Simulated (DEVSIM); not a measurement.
Structure: Co/SiO2/n-GaAs capacitor, at 400 K.

| layer (left to right) | material | thickness (nm) | Nd (cm⁻³) |
|---|---|---|---|
| 1 | SiO2 | 4.40 | - |
| 2 | GaAs | 1700 | 1.5e17 |

Metal gate on the left, work function 5 eV. Fixed charge at the semiconductor interface -6.4e10 cm⁻² (in units of +e); no interface traps.

The device is made up for the run: typed textbook-type constants, with dimensions and the other settings drawn at random. Values at 300 K; Nc and Nv go as T^1.5, mobilities as T to minus their exponent, the gap by Varshni's rule with the affinity fixed.

```csv
parameter,SiO2,GaAs
gap (eV),9,1.424
affinity (eV),0.9,4.07
permittivity,3.9,12.9
Nc (cm⁻³),-,4.7e17
Nv (cm⁻³),-,9e18
Varshni α (eV/K),-,0.000541
Varshni β (K),-,204
```

DEVSIM, 1D Poisson equation in equilibrium, Boltzmann statistics, complete ionisation; no quantum confinement or tunnelling. Metal contacts follow the ideal Schottky-Mott rule: no Fermi-level pinning, no interface dipoles.

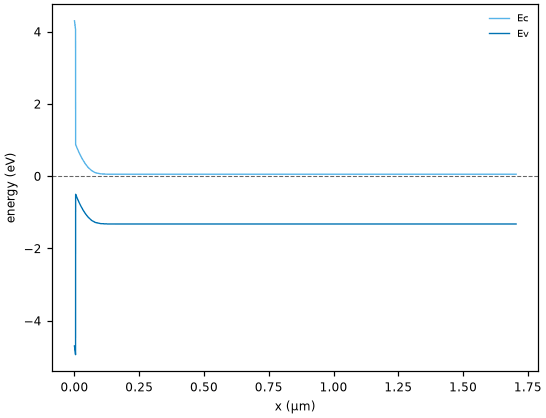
Figure. Band edges at -0.2 V on the gate

Energies count from the Fermi level of the right contact; mesh points crowd at the junctions.

| x (μm) | Ec (eV) | Ev (eV) | n (cm⁻³) | p (cm⁻³) | field (V/cm) |
|---|---|---|---|---|---|
| 0.000 | 4.300 | -4.700 | < 1e2 | < 1e2 | -570000 |
| 0.0009311 | 4.247 | -4.753 | < 1e2 | < 1e2 | -570000 |
| 0.002273 | 4.170 | -4.830 | < 1e2 | < 1e2 | -570000 |
| 0.003524 | 4.098 | -4.902 | < 1e2 | < 1e2 | -570000 |
| 0.004814 | 0.871 | -0.506 | 7700000 | 5.8e12 | -180000 |
| 0.006339 | 0.844 | -0.534 | 1.7e7 | 2.6e12 | -180000 |
| 0.009341 | 0.791 | -0.586 | 7.8e7 | 5.7e11 | -170000 |
| 0.01898 | 0.635 | -0.742 | 7.2e9 | 6.1e9 | -150000 |
| 0.03423 | 0.428 | -0.949 | 2.9e12 | 1.5e7 | -120000 |
| 0.06634 | 0.153 | -1.225 | 8.7e15 | 5100 | -53000 |
| 0.1274 | 0.056 | -1.322 | 1.4e17 | 310 | -1000 |
| 0.3130 | 0.054 | -1.323 | 1.5e17 | 300 | ≈ 0 |
| 0.6339 | 0.054 | -1.323 | 1.5e17 | 300 | ≈ 0 |
| 1.119 | 0.054 | -1.323 | 1.5e17 | 300 | ≈ 0 |
| 1.470 | 0.054 | -1.323 | 1.5e17 | 300 | ≈ 0 |
| 1.590 | 0.054 | -1.323 | 1.5e17 | 300 | ≈ 0 |
| 1.647 | 0.054 | -1.323 | 1.5e17 | 300 | ≈ 0 |
| 1.677 | 0.054 | -1.323 | 1.5e17 | 300 | ≈ 0 |
| 1.694 | 0.054 | -1.323 | 1.5e17 | 300 | ≈ 0 |
| 1.700 | 0.054 | -1.323 | 1.5e17 | 300 | ≈ 0 |
| 1.703 | 0.054 | -1.323 | 1.5e17 | 300 | ≈ 0 |
| 1.704 | 0.054 | -1.323 | 1.5e17 | 300 | ≈ 0 |
